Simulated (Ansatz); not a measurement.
Geometry relaxation, with input and output: CH6AlFO (part 1 of 2)

The run: geometry relaxation of CH6AlFO. Method and program: UKS PBE-D4/6-31G* (Ansatz 0.2.0).

The input holds or restrains some coordinates. It belongs to a series of runs on one base structure; here: pulled along the bonds that form and break, towards end A. Figures and captions count atoms from 1; the log counts them from 0 in places.

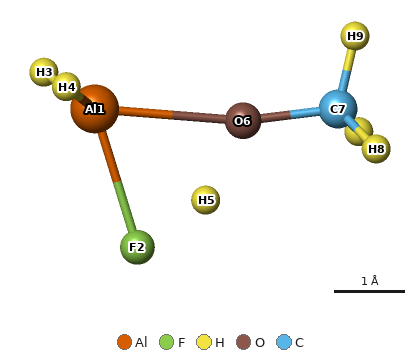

*The starting structure (ball-and-stick view, seen at a tilt; atoms are numbered from 1 in the order of the input). Sticks mark near contacts.*

## Input
```yaml
crystal:
  periodic: [false, false, false]
  atoms:
    - { symbol: Al, position_ang: [-1.8753, -0.0967, 0.0426] }
    - { symbol: F, position_ang: [-0.8953, -1.8303, -0.6567] }
    - { symbol: H, position_ang: [-2.5681, 0.6861, -1.0725] }
    - { symbol: H, position_ang: [-2.4766, -0.2962, 1.4326] }
    - { symbol: H, position_ang: [-0.0386, -1.0265, -0.3879] }
    - { symbol: O, position_ang: [0.29, 0.1242, 0.044] }
    - { symbol: C, position_ang: [1.6247, 0.5263, 0.1306] }
    - { symbol: H, position_ang: [2.1932, -0.1757, 0.7507] }
    - { symbol: H, position_ang: [1.6692, 1.5182, 0.5832] }
    - { symbol: H, position_ang: [2.0767, 0.5706, -0.8666] }
magnetization:
  spin_polarized: true
basis:
  gaussian: { orbitals: "6-31G*" }
hamiltonian:
  xc: pbe
  dispersion: d4
relax:
  f_tol: 0.15
  max_steps: 25
  restrain:
    - { distance: [0, 5], at: 3.17, k: 30.0 }
    - { distance: [4, 1], at: 2.18, k: 30.0 }
    - { distance: [0, 1], at: 1.78, k: 30.0 }
    - { distance: [4, 5], at: 0.97, k: 30.0 }
```

Machine: 2 threads of Intel Xeon (Granite Rapids), 16 GiB of memory available, shared host.

Command:
```bash
ansatz run input.yaml --threads 2 --pin off --max-ram 3072MiB --backend cpu --events-out ev --progress --plain --runs-dir out
```

## Log
```
The last accepted step is kept in [file] (removed where the run ends without a failure and the disk answers)
Engine: ansatz 0.2.0, x86_64-unknown-linux-gnu
Functional definition: PBE
  parameter kappa = 0.804
  parameter beta = 0.06672455060314922
  exchange = pbe_x(kappa = kappa, mu = beta*pi^2/3)
  correlation = pbe_c(beta = beta)
910 factors; their error is unknown
mean field evaluation 1: about -12478.7037 eV, gradient 4.0e1 eV
mean field evaluation 2: about -12450.6656 eV, gradient 9.1e1 eV
mean field evaluation 4: about -12484.9085 eV, gradient 8.0e0 eV
mean field evaluation 8: about -12485.1205 eV, gradient 1.2e-1 eV
mean field evaluation 16: about -12485.0787 eV, gradient 1.6e-5 eV
mean field -12485.07868569 eV, -458.8181790090 hartree, gradient 1.6e-5 eV, S^2 0.000000; 0 other end points of the search recorded, 0 dependent functions left out
the calculation of the forces begins
reference -12485.07873177 eV, -458.8181807024 hartree; 21, 21 occupied and 55, 55 virtual orbitals, 910 factors
relax step   1: F+E_penalty+E_count = -12485.21098816 eV  Δ(F+E_penalty+E_count) = +0.000e0 eV  max|allowed force component| = 3.212e0 eV/Å  E_restraint = 32.07087421 eV  max|allowed force component, restraints' pulls added| = 2.867e1 eV/Å  Δτ_max = 0.0000 Å  (28 SCF iters, accepted)
  distance Al 0 - O 5 = 2.1765 Å
  distance H 4 - F 1 = 1.2051 Å
  distance Al 0 - F 1 = 2.1106 Å
  distance H 4 - O 5 = 1.2723 Å
these checks for a lower state are left out or cut short: starts, cluster_reference, orbital_swaps, neighbouring_geometries, increment
910 factors; their error is unknown
mean field -12484.83667358 eV, -458.8092852277 hartree, gradient 8.4e-6 eV, S^2 0.000000; 0 other end points of the search recorded, 0 dependent functions left out
[... from here on the field's lines of each further geometry are left out, up to the last ...]
relax step   2: F+E_penalty+E_count = -12484.96458547 eV  Δ(F+E_penalty+E_count) = +2.464e-1 eV  max|allowed force component| = 7.264e0 eV/Å  E_restraint = 15.24434606 eV  max|allowed force component, restraints' pulls added| = 1.986e1 eV/Å  Δτ_max = 0.1947 Å  (33 SCF iters, accepted)
relax step   3: F+E_penalty+E_count = -12485.00499427 eV  Δ(F+E_penalty+E_count) = -4.041e-2 eV  max|allowed force component| = 8.543e0 eV/Å  E_restraint = 5.12437979 eV  max|allowed force component, restraints' pulls added| = 1.129e1 eV/Å  Δτ_max = 0.1949 Å  (33 SCF iters, accepted)
relax step   4: F+E_penalty+E_count = -12485.19744747 eV  Δ(F+E_penalty+E_count) = -1.925e-1 eV  max|allowed force component| = 6.957e0 eV/Å  E_restraint = 1.02582947 eV  max|allowed force component, restraints' pulls added| = 4.613e0 eV/Å  Δτ_max = 0.1950 Å  (29 SCF iters, accepted)
relax step   5: F+E_penalty+E_count = -12485.69605998 eV  Δ(F+E_penalty+E_count) = -4.986e-1 eV  max|allowed force component| = 2.463e0 eV/Å  E_restraint = 0.07671394 eV  max|allowed force component, restraints' pulls added| = 1.546e0 eV/Å  Δτ_max = 0.1915 Å  (31 SCF iters, accepted)
relax step   6: F+E_penalty+E_count = -12485.86359372 eV  Δ(F+E_penalty+E_count) = -1.675e-1 eV  max|allowed force component| = 1.415e0 eV/Å  E_restraint = 0.04795637 eV  max|allowed force component, restraints' pulls added| = 8.847e-1 eV/Å  Δτ_max = 0.1998 Å  (29 SCF iters, accepted)
relax step   7: F+E_penalty+E_count = -12485.91424308 eV  Δ(F+E_penalty+E_count) = -5.065e-2 eV  max|allowed force component| = 1.150e0 eV/Å  E_restraint = 0.02893804 eV  max|allowed force component, restraints' pulls added| = 1.418e-1 eV/Å  Δτ_max = 0.2000 Å  (29 SCF iters, accepted)
relax step   8: F+E_penalty+E_count = -12485.90142293 eV  Δ(F+E_penalty+E_count) = +1.282e-2 eV  max|allowed force component| = 9.291e-1 eV/Å  E_restraint = 0.03738192 eV  max|allowed force component, restraints' pulls added| = 9.113e-1 eV/Å  Δτ_max = 0.1988 Å  (29 SCF iters, rejected (line search))
relax step   9: F+E_penalty+E_count = -12485.91793366 eV  Δ(F+E_penalty+E_count) = -3.691e-3 eV  max|allowed force component| = 1.053e0 eV/Å  E_restraint = 0.02612357 eV  max|allowed force component, restraints' pulls added| = 2.304e-1 eV/Å  Δτ_max = 0.0977 Å  (29 SCF iters, accepted)
relax step  10: F+E_penalty+E_count = -12485.92561850 eV  Δ(F+E_penalty+E_count) = -7.685e-3 eV  max|allowed force component| = 1.110e0 eV/Å  E_restraint = 0.02693044 eV  max|allowed force component, restraints' pulls added| = 1.971e-1 eV/Å  Δτ_max = 0.0973 Å  (28 SCF iters, accepted)
relax step  11: F+E_penalty+E_count = -12485.94141275 eV  Δ(F+E_penalty+E_count) = -1.579e-2 eV  max|allowed force component| = 1.101e0 eV/Å  E_restraint = 0.02693164 eV  max|allowed force component, restraints' pulls added| = 5.841e-2 eV/Å  Δτ_max = 0.1500 Å  (29 SCF iters, accepted)
relax step  12: F+E_penalty+E_count = -12485.94593726 eV  Δ(F+E_penalty+E_count) = -4.525e-3 eV  max|allowed force component| = 1.026e0 eV/Å  E_restraint = 0.02503238 eV  max|allowed force component, restraints' pulls added| = 3.296e-1 eV/Å  Δτ_max = 0.1950 Å  (29 SCF iters, accepted)
relax step  13: F+E_penalty+E_count = -12485.94665254 eV  Δ(F+E_penalty+E_count) = -7.153e-4 eV  max|allowed force component| = 1.296e0 eV/Å  E_restraint = 0.02600023 eV  max|allowed force component, restraints' pulls added| = 2.643e-1 eV/Å  Δτ_max = 0.1675 Å  (29 SCF iters, rejected (line search))
relax step  14: F+E_penalty+E_count = -12485.95790894 eV  Δ(F+E_penalty+E_count) = -1.197e-2 eV  max|allowed force component| = 1.092e0 eV/Å  E_restraint = 0.02677425 eV  max|allowed force component, restraints' pulls added| = 7.088e-2 eV/Å  Δτ_max = 0.0836 Å  (29 SCF iters, accepted)
the calculation of the forces begins
reference -12485.84230743 eV, -458.8462415902 hartree; 21, 21 occupied and 55, 55 virtual orbitals, 910 factors
relax step  15: F+E_penalty+E_count = -12485.96170366 eV  Δ(F+E_penalty+E_count) = -3.795e-3 eV  max|allowed force component| = 1.083e0 eV/Å  E_restraint = 0.02689967 eV  max|allowed force component, restraints' pulls added| = 7.651e-2 eV/Å  Δτ_max = 0.0975 Å  (29 SCF iters, accepted)
  distance Al 0 - O 5 = 3.1560 Å
  distance H 4 - F 1 = 2.1786 Å
  distance Al 0 - F 1 = 1.7406 Å
  distance H 4 - O 5 = 0.9768 Å
910 factors; their error is unknown
mean field evaluation 128: about -12485.8855 eV, gradient 2.2e-2 eV
```

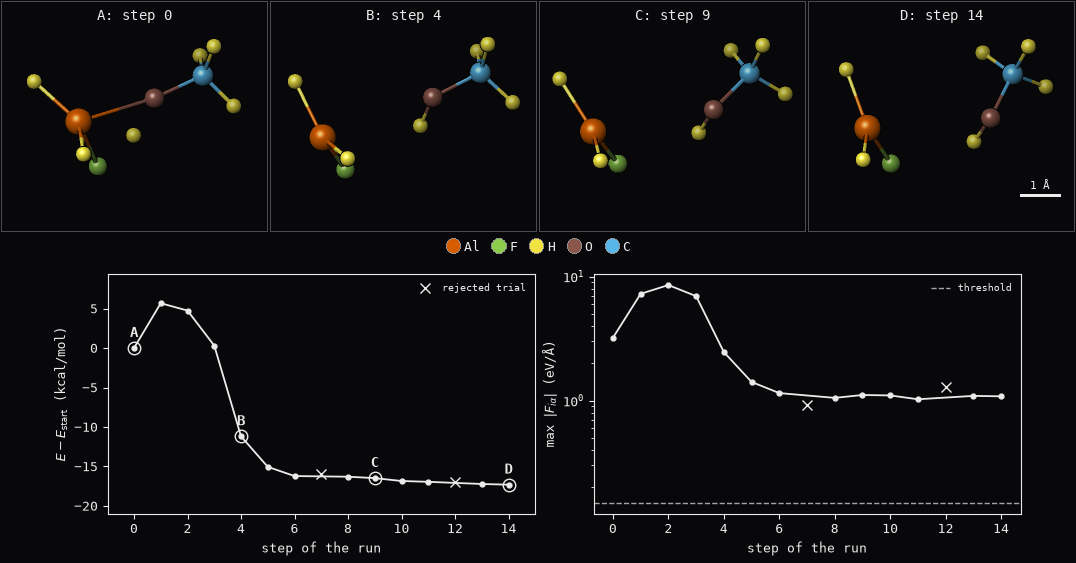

*Frames of the restrained relaxation (ball-and-stick view, seen at a tilt) above the curves, on which the letters mark them (the first geometry is step 0 here and step 1 in the log).*

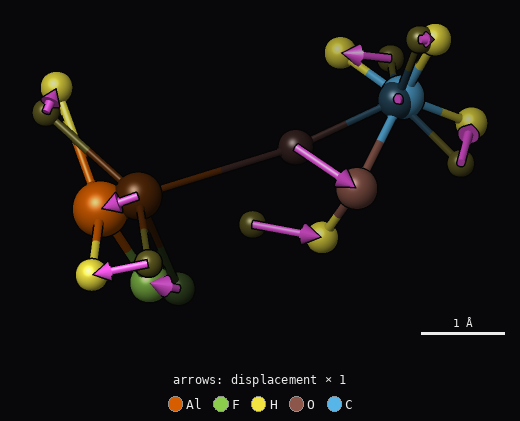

*Start (faint) and end (solid) with the displacements as pink arrows, at true length (ball-and-stick view, seen at a tilt). The two geometries are laid on each other by the best rigid fit.*

O6 moves most after the best rigid fit: 0.94 Å. By element the largest moves are O 0.94 Å, H 0.91 Å, Al 0.49 Å, F 0.44 Å, C 0.12 Å. Among the contacts that change: Al1–O6 2.177 → 3.156 Å, Al1–F2 2.111 → 1.741 Å, H5–O6 1.272 → 0.977 Å, Al1–H3 1.528 → 1.597 Å. New bonds form: H5–O6 (1.27 → 0.98 Å). Bonds break: Al1–O6 (2.18 → 3.16 Å). Among the angles that change: F2–Al1–H4 112.1° → 116.4°, H3–Al1–H4 123.5° → 127.1°, F2–Al1–H3 112.9° → 116.0°. Over 14 geometry steps the energy falls by 17.3 kcal/mol. The largest force component goes from 3.2 to 1.1 eV/Å. The line search rejected the trial steps at points 7, 12 (counted from 0) and went back. (Atoms are counted from 1 in the order of the input.)

```
mean field -12485.84226134 eV, -458.8462398964 hartree, gradient 1.4e-5 eV, S^2 0.000000; 1 other end points of the search recorded, 0 dependent functions left out
the calculation of the forces begins
reference -12485.84230743 eV, -458.8462415902 hartree; 21, 21 occupied and 55, 55 virtual orbitals, 910 factors
Total energy: -12485.96174975 eV, -458.8506310144 hartree
Atom 0 at    -2.264214    -0.315265    -0.166940 Å, force     1.083131    -0.932672    -0.158537 eV/Å
Atom 1 at    -1.292316    -1.694217    -0.595564 Å, force    -0.608227     0.968619     0.318581 eV/Å
Atom 2 at    -2.347626     0.849391    -1.256721 Å, force     0.018051    -0.005835     0.016307 eV/Å
Atom 3 at    -3.102116    -0.430904     1.185337 Å, force     0.006528     0.007832    -0.009402 eV/Å
Atom 4 at     0.547291    -1.003635     0.345243 Å, force    -0.094615    -0.197066    -0.130819 eV/Å
Atom 5 at     0.732439    -0.165755     0.811855 Å, force    -0.333709     0.204323    -0.075198 eV/Å
Atom 6 at     1.727994     0.535167     0.058070 Å, force    -0.005926    -0.048051    -0.028204 eV/Å
Atom 7 at     2.700860     0.000225     0.065582 Å, force    -0.065523     0.025487    -0.008615 eV/Å
Atom 8 at     1.868815     1.510415     0.549238 Å, force    -0.006694    -0.002709    -0.000623 eV/Å
Atom 9 at     1.428773     0.714578    -0.996100 Å, force     0.006982    -0.019929     0.076510 eV/Å
Dipole moment:     0.095980     0.148137    -0.174708 e Å
```

## Trajectory as extended XYZ (Å, eV, eV/Å), 15 frames, from step=1 to step=15
```
10
Properties=species:S:1:pos:R:3:forces:R:3 step=1 energy=-12485.21099
Al   -1.8753   -0.0967    0.0426    3.0516  -1.2927  -0.6216
F    -0.8953   -1.8303   -0.6567   -0.9149   1.8177   0.7132
H    -2.5681    0.6861   -1.0725   -0.2792   0.4354  -0.8241
H    -2.4766   -0.2962    1.4326   -0.2184  -0.2357   0.9319
H    -0.0386   -1.0265   -0.3879    0.9789   0.9569   0.3355
O     0.2900    0.1242    0.0440   -3.2123  -1.9691  -0.5930
C     1.6247    0.5263    0.1306   -0.0955  -0.0063  -0.0305
H     2.1932   -0.1757    0.7507    0.3015  -0.1681   0.2323
H     1.6692    1.5182    0.5832    0.1141   0.3901   0.1800
H     2.0767    0.5706   -0.8666    0.2742   0.0717  -0.3236
10
Properties=species:S:1:pos:R:3:forces:R:3 step=2 energy=-12484.96458
Al   -2.0322   -0.2062    0.0064    2.9490  -2.3306  -1.0253
F    -1.0520   -1.8394   -0.6538   -1.1426   2.6108   1.0202
H    -2.5780    0.6935   -1.0882   -0.3630   0.5884  -0.8765
H    -2.4855   -0.3016    1.4503   -0.3041  -0.1575   1.0983
H     0.0850   -0.9016   -0.3454    1.6266   1.6481   0.5715
O     0.4238    0.0994    0.0304   -7.2636  -3.0520  -0.7909
C     1.6707    0.5353    0.1316    2.2437  -0.0348  -0.1606
H     2.2065   -0.1780    0.7558    1.0882  -0.0284   0.3919
H     1.6730    1.5254    0.5864    0.1743   0.4388   0.1960
H     2.0886    0.5734   -0.8734    0.9915   0.3172  -0.4246
```
